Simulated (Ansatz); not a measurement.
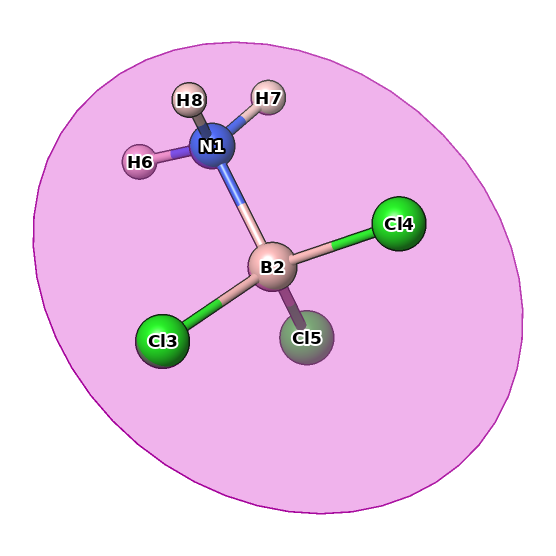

A disc through the centre of mass is drawn in. Distant atoms are faded towards the background colour. The geometry was computed by an optimisation with PBE-D4/def2-SVP. No frequency run is at hand to confirm it as a minimum.

Is the plane of the disc a mirror plane of the structure?

Answer. Yes. The reflection leaves N1, B2, Cl3, H7 in place and moves Cl4 ↔ Cl5; H6 ↔ H8. The point group is C3v.
